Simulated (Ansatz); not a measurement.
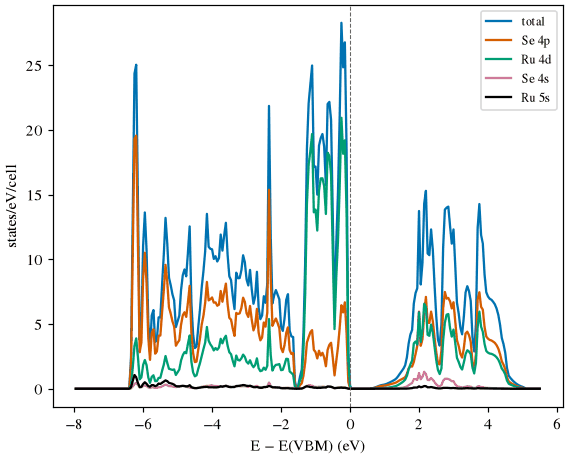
*Total and projected density of states of RuSe2 in space group Pa-3 (No. 205; Ru on 4a, Se on 8c), DFT-r²SCAN in the program Ansatz with PAW potentials*

Problem. Which orbitals carry the states next to the gap?

Solution. Top 1 eV of the valence band: Ru 4d 78 %, Se 4p 18 %. Bottom 1 eV of the conduction band: Se 4p 65 %, Ru 4d 26 %, outside the projected shells 6 %. Projections are on Löwdin-orthogonalised atomic valence shells; empty p or d shells of many metals are not among them.

Problem. Where is the tallest occupied peak in this window, and what makes it?

Solution. Near -0.3 eV, about 28 states/eV per cell; the largest projected share is Ru 4d.

The first step of the workflow began from a Materials Project structure, measured or hypothetical; the Crystallography Open Database files this formula in space group No. 205, but the cells were not matched. Its standing as an ambient phase is unchecked. The r²SCAN relaxation kept the symmetry of its start; whether a distortion lowers the energy is not shown. The run is not spin-polarised. Spin–orbit coupling is left out wherever it is not named.

Potentials: the later of the program's two PAW sets.
